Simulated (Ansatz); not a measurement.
# NS (Mononitrogen monosulfide): UCCSD(T)/STO-3G

Aim: the energy change on altering one bond length of NS (Mononitrogen monosulfide) at UCCSD(T)/STO-3G, from 2 runs. 

Program for the calculation: Ansatz 0.2.0.

46 further runs of the same task are left out: 4 that didn't finish, 42 set aside as unsound or not needed.

**1. The system as given**

The species is NS (2 atoms), meant as a doublet with charge 0. As SMILES, `[N]=S`. The coordinates come from a PBE0-D4/def2-TZVP relaxation.

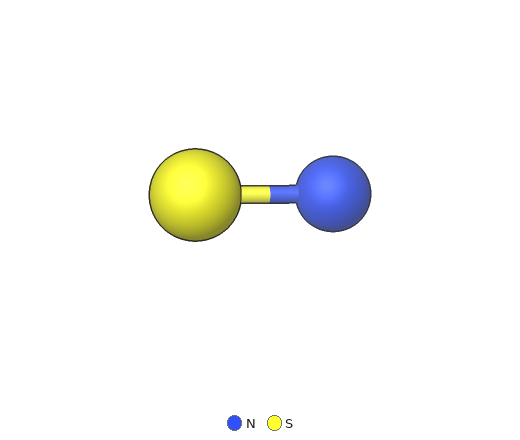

The structure, seen from a chosen angle (nitrogen blue, sulfur yellow).

**2. A single-point energy at UCCSD(T)/STO-3G**

The input, in.yaml:

```yaml
crystal:
  periodic: [false, false, false]
  atoms:
    - symbol: N
      position_ang: [-0.000000, -0.000000, -0.011220]
    - symbol: S
      position_ang: [0.000000, 0.000000, 1.474400]
basis:
  gaussian:
    orbitals: STO-3G
magnetization:
  spin_polarized: true
  initial_magnetization: 1
correlation:
  method: ccsd_t
  frozen_orbitals: {"N": 1, S: 5}
accuracy: high
scf:
  omitted_lower_state_checks: [cluster_reference, increment]
```

Launch:

```
$ ansatz run in.yaml --threads 1 --pin off --max-ram 3480MiB --events-out events.jsonl --progress --plain --runs-dir runs
```

Output, shortened:

```text
Warning: RAYON_NUM_THREADS=1 ignored (pool sized by the plan → 1); use --threads N
Functional definition: HF
  name "HF"
[...]
224 factors; integrals over basis functions are off by at most 8.9e-9 eV
[...]
mean field -12159.38131996 eV, -446.8490215840 hartree, gradient 1.1e-8 eV, S^2 1.252367; 4 other end points of the search recorded, 0 dependent functions left out
6 core orbitals not correlated: weight in the atoms' cores, before any rotation towards them, 1.000 or more for the frozen orbitals, at most 0.000 for the correlated occupied ones
reference -12159.38131996 eV, -446.8490215840 hartree; 6, 5 occupied and 2, 3 virtual orbitals, 224 factors
second order -1.40768484 eV of doubles, -0.00000000 eV of singles
cycle   1  -1.64387263 eV  change   -2.4e-1 eV  update   9.4e-2
[...]
cycle  27  -2.68698018 eV  change  -3.4e-10 eV  update  8.0e-11
perturbative correction -0.02885439 eV, -0.0010603793 hartree
Total energy: -12162.09715454 eV, -446.9488266638 hartree
Checks for a lower state left out: cluster_reference, increment
```

It took 0.26 s on 1 thread of Arm Neoverse V2, shared host.

**3. The distorted shape**

The input, molecule.yaml:

```yaml
crystal:
  periodic: [false, false, false]
  atoms:
    - {symbol: "N", position_ang: [-0.000000, -0.000000, -0.382600]}
    - {symbol: S, position_ang: [0.000000, 0.000000, 1.474400]}
basis:
  gaussian: {orbitals: STO-3G}
magnetization: {spin_polarized: true, initial_magnetization: 1}
correlation: {method: ccsd_t, frozen_orbitals: {"N": 1, S: 5}}
accuracy: high
scf: {omitted_lower_state_checks: [cluster_reference, increment]}
```

Launch:

```
$ ansatz run molecule.yaml --threads 1 --pin off --max-ram 3480MiB --events-out events.jsonl --progress --plain --runs-dir runs
```

Output, shortened:

```text
Warning: RAYON_NUM_THREADS=1 ignored (pool sized by the plan → 1); use --threads N
Functional definition: HF
  name "HF"
[...]
224 factors; integrals over basis functions are off by at most 1.6e-8 eV
[...]
mean field -12159.95663562 eV, -446.8701640443 hartree, gradient 4.5e-8 eV, S^2 1.821368; 9 other end points of the search recorded, 0 dependent functions left out
6 core orbitals not correlated: weight in the atoms' cores, before any rotation towards them, 1.000 or more for the frozen orbitals, at most 0.000 for the correlated occupied ones
reference -12159.95663562 eV, -446.8701640443 hartree; 6, 5 occupied and 2, 3 virtual orbitals, 224 factors
second order -0.66533939 eV of doubles, -0.00000000 eV of singles
cycle   1  -0.87129207 eV  change   -2.1e-1 eV  update   6.8e-2
[...]
cycle  45  -1.68751954 eV  change   -1.0e-9 eV  update  2.7e-10
perturbative correction -0.03584892 eV, -0.0013174234 hartree
Total energy: -12161.68000407 eV, -446.9334966668 hartree
Checks for a lower state left out: cluster_reference, increment
```

Wall time 0.32 s (1 thread of Arm Neoverse V2, shared host).

**4. Results**

At UCCSD(T)/STO-3G, 6 core orbitals frozen:

```
                                                         quantity          value
                                        first shape: total energy  -446.94883 Eh
         first shape: correlation energy (6 core orbitals frozen)      -99.8 mEh
                                      first shape: (T) correction      -1.06 mEh
                   first shape: ⟨S²⟩ of the reference determinant          1.252
                                       first shape: T1 diagnostic          0.093
                                    distorted shape: total energy  -446.93350 Eh
     distorted shape: correlation energy (6 core orbitals frozen)      -63.3 mEh
                                  distorted shape: (T) correction      -1.32 mEh
               distorted shape: ⟨S²⟩ of the reference determinant          1.821
                                   distorted shape: T1 diagnostic          0.087
energy change with the N1–S2 bond stretched from 1.486 to 1.857 Å       0.417 eV
```

With the N1–S2 bond stretched from 1.486 to 1.857 Å the energy rises by 0.42 eV (9.6 kcal/mol). The first shape isn't relaxed at this level, so the change isn't measured from a minimum. The minimal basis adds a large error of its own. ⟨S²⟩ (first shape) is 1.25 where a pure doublet has 0.75: the reference is spin-contaminated. The T1 diagnostic (first shape) of 0.093 is above the customary mark for such species, so a single reference may not serve. The triples (first shape) make up 1.1 % of the correlation energy. ⟨S²⟩ (distorted shape) is 1.82 where a pure doublet has 0.75: the reference is spin-contaminated. The T1 diagnostic (distorted shape) of 0.087 is above the customary mark for such species, so a single reference may not serve.
